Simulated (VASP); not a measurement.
# AlGaAsN with revPBE: from relaxation to properties, part 2 of 4

Wanted: the relaxed cell of AlGaAsN and its properties. The cell is invented: it takes the structure of a Materials Project entry for AlGaN2 (space group 156 there), with some of its atoms replaced by other elements, volume scaled by an estimate. It may not be a known or stable phase.

VASP 6.6.1; revPBE; plane waves and PAW (As, Ga_d, Al, N); invented cell.

Still holding for the runs below: The k-mesh is coarse for a metal.

So far. Step 2 (Relaxing cell and atoms (revPBE)): It ends with a largest force of 0.009 eV/Å and a pressure of -0.04 GPa. The relaxed cell has a = 3.577, c = 6.064 Å (conventional setting).

### Step 3. Second relaxation

A relaxation keeps the plane waves of the cell it began with, so it is repeated from the new cell, on a basis made for it. The mesh changes with the cell too.

The input, INCAR:

```
SYSTEM = AlGaAsN
PREC = Accurate
ENCUT = 520
EDIFF = 1E-06
NELM = 100
ISMEAR = 0
SIGMA = 0.05
LREAL = .FALSE.
ALGO = Normal
GGA = RE
NBANDS = 19
LORBIT = 11
LWAVE = .FALSE.
LCHARG = .FALSE.
KPAR = 2
IBRION = 2
NSW = 60
ISIF = 3
EDIFFG = -0.01
```

The input, POSCAR:

```
AlGaAsN
1.0
    3.5765096863      0.0000000000      0.0000000000
   -1.7882548431      3.0973479834      0.0000000000
    0.0000000000      0.0000000000      6.0643573710
As Ga Al N
1 1 1 1
Direct
    0.0000000000      0.0000000000      0.6316196571
    0.6666666700      0.3333333300      0.4445550601
    0.0000000000      0.0000000000      0.0458366392
    0.6666666700      0.3333333300      0.1143886537
```

The input, KPOINTS:

```
Automatic mesh
0
Gamma
6 6 3
0 0 0
```

PAW data sets: As, Ga_d, Al and N (PBE family, release 64).

Launch:

```bash
$ mpirun -np 2 vasp_std
```

What it wrote:

```text
[banner, memory and clock lines left out]
running    2 mpi-ranks, on    1 nodes
 distrk:  each k-point on    1 cores,    2 groups
 distr:  one band on    1 cores,    1 groups

 POSCAR found type information on POSCAR AsGaAlN
 POSCAR found :  4 types and       4 ions
 [... a notice as in an earlier step ...]

 LDA part: xc-table for (Slater+PW92), standard interpolation
 POSCAR, INCAR and KPOINTS ok, starting setup
 FFT: planning ... GRIDC
 FFT: planning ... GRID_SOFT
 FFT: planning ... GRID
 WAVECAR not read
 entering main loop
       N       E                     dE             d eps       ncg     rms          rms(c)
DAV:   1     0.171460162329E+03    0.17146E+03   -0.12183E+04   652   0.174E+03
DAV:   2     0.120897753569E+00   -0.17134E+03   -0.16469E+03   733   0.388E+02
DAV:   3    -0.211705996022E+02   -0.21291E+02   -0.20876E+02   796   0.109E+02
DAV:   4    -0.219422930438E+02   -0.77169E+00   -0.76876E+00   825   0.211E+01
DAV:   5    -0.219580522203E+02   -0.15759E-01   -0.15752E-01   767   0.304E+00    0.857E+00
DAV:   6    -0.198275236495E+02    0.21305E+01   -0.12923E+01   863   0.279E+01    0.405E+00
DAV:   7    -0.197241677087E+02    0.10336E+00   -0.12182E+00   716   0.959E+00    0.248E+00
DAV:   8    -0.197251364313E+02   -0.96872E-03   -0.26931E-01   775   0.351E+00    0.829E-01
DAV:   9    -0.197235001581E+02    0.16363E-02   -0.28769E-02   896   0.162E+00    0.307E-01
DAV:  10    -0.197248668090E+02   -0.13667E-02   -0.47907E-03   735   0.448E-01    0.958E-02
DAV:  11    -0.197251612448E+02   -0.29444E-03   -0.52414E-04   821   0.166E-01    0.486E-02
DAV:  12    -0.197251608476E+02    0.39713E-06   -0.15078E-04   781   0.853E-02    0.935E-03
DAV:  13    -0.197251676140E+02   -0.67664E-05   -0.18270E-05   757   0.347E-02    0.595E-03
DAV:  14    -0.197251683135E+02   -0.69951E-06   -0.14287E-06   710   0.914E-03
   1 F= -.19725168E+02 E0= -.19724678E+02  d E =-.197252E+02
 curvature:   0.00 expect dE= 0.000E+00 dE for cont linesearch  0.000E+00
 trial: gam= 0.00000 g(F)=  0.120E-02 g(S)=  0.286E-02 ort = 0.000E+00 (trialstep = 0.100E+01)
 search vector abs. value=  0.405E-02
 bond charge predicted
       N       E                     dE             d eps       ncg     rms          rms(c)
DAV:   1    -0.197367927605E+02   -0.11625E-01   -0.33109E-01   881   0.821E+00    0.640E-01
DAV:   2    -0.197294961986E+02    0.72966E-02   -0.42403E-02   968   0.375E+00    0.294E-01
DAV:   3    -0.197272089365E+02    0.22873E-02   -0.34081E-03  1000   0.115E+00    0.110E-01
DAV:   4    -0.197268786989E+02    0.33024E-03   -0.11603E-03   873   0.280E-01    0.259E-02
DAV:   5    -0.197268582880E+02    0.20411E-04   -0.69894E-05   827   0.840E-02    0.127E-02
DAV:   6    -0.197268554721E+02    0.28160E-05   -0.92307E-06   974   0.245E-02    0.524E-03
DAV:   7    -0.197268556705E+02   -0.19844E-06   -0.11813E-06   410   0.996E-03
   2 F= -.19726856E+02 E0= -.19726365E+02  d E =-.168736E-02
[...]
3 F= -.19726901E+02 E0= -.19726410E+02  d E =-.173235E-02
 curvature:  -0.43 expect dE=-0.242E-03 dE for cont linesearch -0.567E-06
 trial: gam= 0.11995 g(F)=  0.127E-03 g(S)=  0.432E-03 ort = 0.729E-04 (trialstep = 0.972E+00)
 search vector abs. value=  0.635E-03
 bond charge predicted
       N       E                     dE             d eps       ncg     rms          rms(c)
DAV:   1    -0.197285576513E+02   -0.16568E-02   -0.53383E-02   903   0.275E+00    0.227E-01
DAV:   2    -0.197275342385E+02    0.10234E-02   -0.36224E-03   920   0.100E+00    0.109E-01
DAV:   3    -0.197272544181E+02    0.27982E-03   -0.45473E-04   920   0.381E-01    0.411E-02
DAV:   4    -0.197272135221E+02    0.40896E-04   -0.13843E-04   860   0.101E-01    0.934E-03
DAV:   5    -0.197272115756E+02    0.19466E-05   -0.21068E-05   874   0.464E-02    0.393E-03
DAV:   6    -0.197272114558E+02    0.11976E-06   -0.10589E-06   412   0.144E-02
   4 F= -.19727211E+02 E0= -.19726721E+02  d E =-.310792E-03
 trial-energy change:   -0.000311  1 .order   -0.000291   -0.000552   -0.000029
 step:   1.0158(harm=  1.0263)  dis= 0.00149  next Energy=   -19.727212 (dE=-0.311E-03)
 reached required accuracy - stopping structural energy minimisation
```

Run time: 64 s. Hardware: 2 MPI ranks of AMD EPYC 7R43, shared host; peak memory 0.34 GiB; 2.1 min of CPU time.

Parts of OUTCAR (step 3):

```text
  LATTYP: Found a hexagonal cell.
 ALAT       =     3.5765096863
 C/A-ratio  =     1.6956077022

The static configuration has the point symmetry C_3v.

 Found     17 irreducible k-points:

   k-points           NKPTS =     17   k-points in BZ     NKDIM =     17   number of bands    NBANDS=     19

   dimension x,y,z NGX =    28 NGY =   28 NGZ =   48
   dimension x,y,z NGXF=    56 NGYF=   56 NGZF=   96

   ENCUT  =  520.0 eV  38.22 Ry    6.18 a.u.   6.65  6.65 11.28*2*pi/ulx,y,z

   NELECT =      26.0000    total number of electrons

 E-fermi :   6.0486

 k-point     1 :       0.0000    0.0000    0.0000
  band No.  band energies     occupation
    ...
      8      -1.7671      2.00000
      9       2.3931      2.00000
     10       2.3931      2.00000
     11       3.9283      2.00000
     12       4.8569      2.00000
     13       6.4267      0.00000
     14       6.4267      0.00000
     15       9.2336      0.00000
     16      10.9565      0.00000
     17      10.9565      0.00000
    ...

 k-point     2 :       0.1667    0.0000    0.0000
  band No.  band energies     occupation
    ...
     10       2.1851      2.00000
     11       3.7263      2.00000
     12       4.1214      2.00000
     13       5.8257      2.00000
     14       6.0144      1.66667
     15       9.3793      0.00000
     16      10.6518      0.00000
     17      11.3188      0.00000
     18      11.4894      0.00000
     19      12.3232      0.00000

  Total       -0.0035120     -0.0035120      0.0079876     -0.0000000      0.0000000      0.0000000
  in kB       -0.0834357     -0.0834357      0.1897639     -0.0000000      0.0000000      0.0000000
  external PRESSURE =       0.0076308 kB  Pullay stress =       0.0000000 kB

  energy-cutoff  :      520.00
  volume of cell :       67.44
      direct lattice vectors                 reciprocal lattice vectors
     3.573261238 -0.000000000  0.000000000     0.279856393  0.161575177  0.000000000
    -1.786630619  3.094534745 -0.000000000     0.000000000  0.323150355  0.000000000
    -0.000000000 -0.000000000  6.098901610    -0.000000000 -0.000000000  0.163963950

 POSITION                                       TOTAL-FORCE (eV/Angst)
 -----------------------------------------------------------------------------------
      0.00000     -0.00000      3.85335         0.000000     -0.000000      0.007083
      1.78663      1.03151      2.70378        -0.000000      0.000000     -0.007628
     -0.00000     -0.00000      0.28444        -0.000000      0.000000     -0.004446
      1.78663      1.03151      0.69911        -0.000000     -0.000000      0.004991
 -----------------------------------------------------------------------------------
    total drift:                               -0.000020      0.000002      0.000618

  FREE ENERGIE OF THE ION-ELECTRON SYSTEM (eV)
  ---------------------------------------------------
  free  energy   TOTEN  =       -19.7272114558 eV

  energy  without entropy=      -19.7262299486  energy(sigma->0) =      -19.72672070

 total charge
# of ion       s       p       d       tot
------------------------------------------
    1        1.210   1.674   0.039   2.922
    2        0.860   0.914  10.056  11.830
    3        0.362   0.298   0.000   0.660
    4        1.248   2.390   0.000   3.638
--------------------------------------------------
tot          3.680   5.276  10.095  19.050

[... 2 parts as in an earlier step ...]

[... 7 further parts left out ...]
```

Step by step:

```csv
step,energy less that of the first step (eV),largest force (eV/Å),pressure (GPa),volume (Å³)
1,0.0000,0.1271,0.47,67.18
2,-0.0017,0.0339,-0.34,67.66
3,-0.0017,0.0316,-0.21,67.59
4,-0.0020,0.0076,0.00,67.44
```

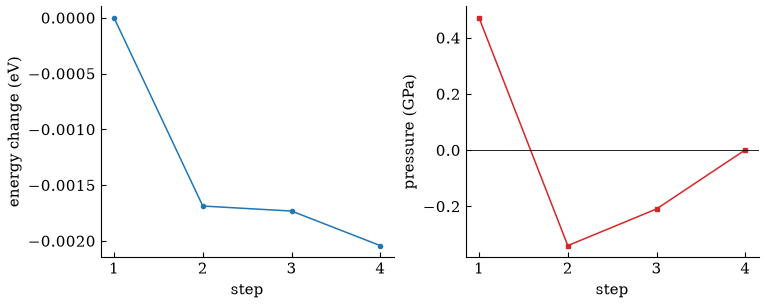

Energy and pressure along the relaxation.

```csv
"conventional cell, symmetrised",before,after,change
a (Å),3.577,3.573,-0.1 %
b (Å),3.577,3.573,-0.1 %
c (Å),6.064,6.099,+0.6 %
volume (Å³/atom),16.79,16.86,+0.4 %
```

The relaxed structure:

```xyz
4
Lattice="3.5733 0.0000 0.0000 -1.7866 3.0945 0.0000 0.0000 0.0000 6.0989" Properties=species:S:1:pos:R:3 pbc="T T T"
As    0.0000    0.0000    3.8533
Ga    1.7866    1.0315    2.7038
Al    0.0000    0.0000    0.2844
N     1.7866    1.0315    0.6991
```

This step gave:

| Property | Result |
| --- | --- |
| irreducible k-points | 17 |
| free energy (TOTEN) | -19.73 eV |
| energy at zero smearing | -19.73 eV |
| Fermi energy | 6.049 eV |
| pressure | 7.63e-4 GPa |
| SCF cycles over all ionic steps | 32 |

It ends with a largest force of 0.008 eV/Å and a pressure of 0.00 GPa.

### Step 4. Density, ELF and potential (revPBE)

A single point on the relaxed cell gives a clean self-consistent state, with density, ELF and potential written out.

INCAR: that of step 3 with these lines changed.

```diff
@@ -13,7 +13,5 @@
 LWAVE = .FALSE.
-LCHARG = .FALSE.
-KPAR = 2
-IBRION = 2
-NSW = 60
-ISIF = 3
-EDIFFG = -0.01
+LCHARG = .TRUE.
+ISIF = 2
+LELF = .TRUE.
+LVHAR = .TRUE.
```

The input, POSCAR:

```
AlGaAsN
1.0
    3.5732612378      0.0000000000      0.0000000000
   -1.7866306189      3.0945347452      0.0000000000
    0.0000000000      0.0000000000      6.0989016103
As Ga Al N
1 1 1 1
Direct
    0.0000000000      0.0000000000      0.6318102766
    0.6666666700      0.3333333300      0.4433230830
    0.0000000000      0.0000000000      0.0466377218
    0.6666666700      0.3333333300      0.1146289287
```

KPOINTS is that of step 3.

Launch:

```bash
$ mpirun -np 2 vasp_std
```

What it wrote:

```text
[banner, memory and clock lines left out]
running    2 mpi-ranks, on    1 nodes
 distrk:  each k-point on    2 cores,    1 groups
 distr:  one band on    1 cores,    2 groups

 POSCAR found type information on POSCAR AsGaAlN
 POSCAR found :  4 types and       4 ions
 [... a notice as in an earlier step ...]

 LDA part: xc-table for (Slater+PW92), standard interpolation
|                                                                             |
|           W    W    AA    RRRRR   N    N  II  N    N   GGGG   !!!           |
|           W    W   A  A   R    R  NN   N  II  NN   N  G    G  !!!           |
|           W    W  A    A  R    R  N N  N  II  N N  N  G       !!!           |
|           W WW W  AAAAAA  RRRRR   N  N N  II  N  N N  G  GGG   !            |
|           WW  WW  A    A  R   R   N   NN  II  N   NN  G    G                |
|           W    W  A    A  R    R  N    N  II  N    N   GGGG   !!!           |
|                                                                             |
|     The number of bands has been changed from the values supplied in        |
|     The orbitals not found in the WAVECAR file will be initialized with     |
|     random numbers, which is usually adequate. For correlated               |
|     calculations, however, you should redo the groundstate calculation.     |
|     I found NBANDS = 19. Now, NBANDS = 20.                                  |
|                                                                             |

 POSCAR, INCAR and KPOINTS ok, starting setup
 FFT: planning ... GRIDC
 FFT: planning ... GRID_SOFT
 FFT: planning ... GRID
 WAVECAR not read
 entering main loop
       N       E                     dE             d eps       ncg     rms          rms(c)
DAV:   1     0.174589175810E+03    0.17459E+03   -0.12000E+04   696   0.164E+03
DAV:   2    -0.170570194426E+00   -0.17476E+03   -0.16606E+03   772   0.389E+02
DAV:   3    -0.212597215196E+02   -0.21089E+02   -0.20754E+02   800   0.105E+02
DAV:   4    -0.219506123857E+02   -0.69089E+00   -0.68944E+00   908   0.206E+01
DAV:   5    -0.219622659884E+02   -0.11654E-01   -0.11653E-01   804   0.246E+00    0.856E+00
DAV:   6    -0.198274791445E+02    0.21348E+01   -0.12025E+01   912   0.264E+01    0.407E+00
DAV:   7    -0.197276993303E+02    0.99780E-01   -0.11724E+00   772   0.926E+00    0.247E+00
DAV:   8    -0.197262641141E+02    0.14352E-02   -0.24163E-01   852   0.323E+00    0.823E-01
DAV:   9    -0.197256409142E+02    0.62320E-03   -0.22492E-02   920   0.138E+00    0.308E-01
DAV:  10    -0.197269669221E+02   -0.13260E-02   -0.39460E-03   808   0.385E-01    0.101E-01
DAV:  11    -0.197272680036E+02   -0.30108E-03   -0.52664E-04   784   0.171E-01    0.463E-02
DAV:  12    -0.197272577532E+02    0.10250E-04   -0.12001E-04   824   0.799E-02    0.908E-03
DAV:  13    -0.197272645579E+02   -0.68048E-05   -0.19399E-05   772   0.299E-02    0.638E-03
DAV:  14    -0.197272650641E+02   -0.50615E-06   -0.10398E-06   720   0.684E-03
   1 F= -.19727265E+02 E0= -.19726774E+02  d E =-.981507E-03
```

Run time: 22 s. Hardware: 2 MPI ranks; peak memory 0.26 GiB; 40 s of CPU time.

Parts of OUTCAR (step 4):

```text
  LATTYP: Found a hexagonal cell.
 ALAT       =     3.5732612378
 C/A-ratio  =     1.7068166038

The static configuration has the point symmetry C_3v.

 Found     17 irreducible k-points:

   k-points           NKPTS =     17   k-points in BZ     NKDIM =     17   number of bands    NBANDS=     20

   ENCUT  =  520.0 eV  38.22 Ry    6.18 a.u.   6.64  6.64 11.34*2*pi/ulx,y,z

   NELECT =      26.0000    total number of electrons

 E-fermi :   6.0485

 k-point     1 :       0.0000    0.0000    0.0000
  band No.  band energies     occupation
    ...
      8      -1.7672      2.00000
      9       2.3933      2.00000
     10       2.3933      2.00000
     11       3.9283      2.00000
     12       4.8568      2.00000
     13       6.4265      0.00000
     14       6.4265      0.00000
     15       9.2334      0.00000
     16      10.9564      0.00000
     17      10.9564      0.00000
    ...

 k-point     2 :       0.1667    0.0000    0.0000
  band No.  band energies     occupation
    ...
     10       2.1853      2.00000
     11       3.7263      2.00000
     12       4.1212      2.00000
     13       5.8255      2.00000
     14       6.0143      1.66667
     15       9.3791      0.00000
     16      10.6515      0.00000
     17      11.3186      0.00000
     18      11.4894      0.00000
     19      12.3230      0.00000
    ...

  Total       -0.0125278     -0.0125278      0.0036376      0.0000000     -0.0000000      0.0000000
  in kB       -0.2976284     -0.2976283      0.0864196      0.0000000     -0.0000000      0.0000000
  external PRESSURE =      -0.1696124 kB  Pullay stress =       0.0000000 kB

  energy-cutoff  :      520.00
  volume of cell :       67.44
      direct lattice vectors                 reciprocal lattice vectors
     3.573261238  0.000000000  0.000000000     0.279856393  0.161575177  0.000000000
    -1.786630619  3.094534745  0.000000000     0.000000000  0.323150355  0.000000000
     0.000000000  0.000000000  6.098901610     0.000000000  0.000000000  0.163963950

 POSITION                                       TOTAL-FORCE (eV/Angst)
 -----------------------------------------------------------------------------------
      0.00000      0.00000      3.85335         0.000000     -0.000000      0.007040
      1.78663      1.03151      2.70378        -0.000000      0.000000     -0.007190
      0.00000      0.00000      0.28444         0.000000     -0.000000     -0.004593
      1.78663      1.03151      0.69911        -0.000000     -0.000000      0.004744
 -----------------------------------------------------------------------------------
    total drift:                               -0.000020      0.000002      0.000961

  FREE ENERGIE OF THE ION-ELECTRON SYSTEM (eV)
  ---------------------------------------------------
  free  energy   TOTEN  =       -19.7272650641 eV

  energy  without entropy=      -19.7262835569  energy(sigma->0) =      -19.72677431

[... 4 parts as in an earlier step ...]

[... 6 further parts left out ...]
```

This step gave:

```
SCF cycles   : 14
bands        : 20
Fermi energy : 6.048 eV
pressure     : -0.01696 GPa
```

Valence electrons inside each PAW sphere by angular momentum. Sphere charges, by row:

```csv
atom,s (e),p (e),d (e),tot (e)
As1,1.21,1.674,0.039,2.922
Ga2,0.86,0.914,10.06,11.83
Al3,0.362,0.298,0,0.66
N4,1.248,2.39,0,3.638
```

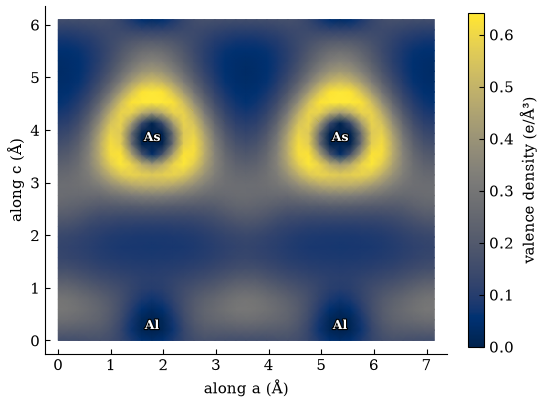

Valence density in the ac plane at fractional y = 0.000, with atoms of As and Al within 0.2 Å of it. It is the smooth field of the valence electrons, not physical close to the nuclei. The map starts off the cell's origin, so that atoms lie inside it.

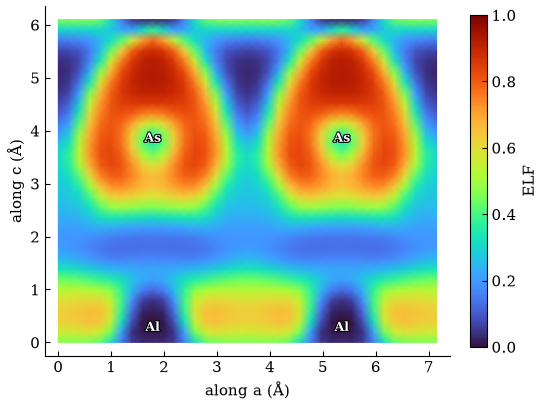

ELF in the ac plane at fractional y = 0.000, with atoms of As and Al within 0.2 Å of it. It is the smooth field of the valence electrons, not physical close to the nuclei. The map starts off the cell's origin, so that atoms lie inside it.

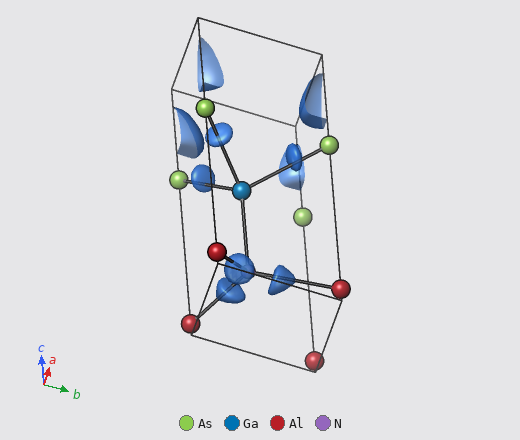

Surface of ELF = 0.85. Bonds to atoms that aren't drawn are left out.

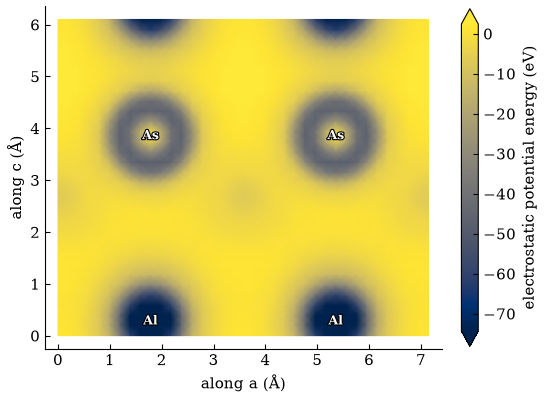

Electrostatic potential energy in the ac plane at fractional y = 0.000, with atoms of As and Al within 0.2 Å of it. With pseudopotentials it is smooth inside the atoms' cores, unlike the true potential. The map starts off the cell's origin, so that atoms lie inside it.

In this run the pressure is -0.02 GPa, small enough to go on.

(Continued in part 3 of 4.)

[Lines on the potential files, build, host, timing and source positions are cut from VASP's logs without a mark.]

[Logs are printed without paths, hosts, clocks, repeated set-up lines and the standing remarks that a program may print on its own settings, such as how far it seeks lower states.]

[Hosts, paths, dates, database ids (printed as entryN), source tags and the programs' standing remarks are cut or masked in the printed files.]

[A measured line is paired with the nearest computed mode of its activity, which favours agreement.]
